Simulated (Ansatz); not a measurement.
Molecule (SMILES): [N]=C=O, doublet.
Atoms: N1, C2, O3. Bonds: N1-C2, C2-O3.

Basis-set convergence of the optimised N1-C2 bond length at HF with Ansatz (an electronic-structure program). Cartesian d functions, on some or all atoms, in 6-31G**, 6-31+G*; all else is spherical. The program fits the integrals of some runs and decomposes those of others, by size. Open shells are unrestricted. No added dispersion term, no relativity. Reference: the value in def2-QZVPPD, 1.2091 Å, itself unsure by roughly 0.0002 Å (its mean distance from pcseg-3, def2-QZVPP, cc-pVQZ). Deviations are taken from unrounded values.

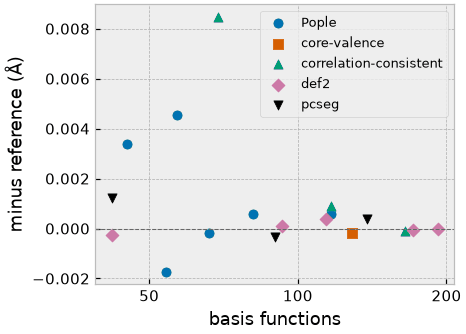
*Deviation from the reference against the number of basis functions, by family of sets.*

```csv
basis,functions,optimised N1-C2 bond length (Å),minus reference (Å)
def2-SVP,42,1.2088,-0.0003
pcseg-1,42,1.2104,0.0012
6-31G**,45,1.2125,0.0034
6-311G**,54,1.2074,-0.0017
6-31+G*,57,1.2137,0.0045
6-311+G**,66,1.2089,-0.0002
aug-cc-pVDZ,69,1.2176,0.0085
"6-311++G(2d,2p)",81,1.2097,0.0006
pcseg-2,90,1.2088,-0.0003
def2-TZVPP,93,1.2092,0.0001
def2-TZVPPD,114,1.2095,0.0004
"6-311++G(3df,3pd)",117,1.2097,0.0006
jun-cc-pV(T+d)Z,117,1.2100,0.0009
cc-pCVTZ,129,1.2089,-0.0002
aug-pcseg-2,138,1.2095,0.0004
cc-pVQZ,165,1.2090,-0.0001
def2-QZVPP,171,1.2090,-0.0001
def2-QZVPPD,192,1.2091,0.0000
```
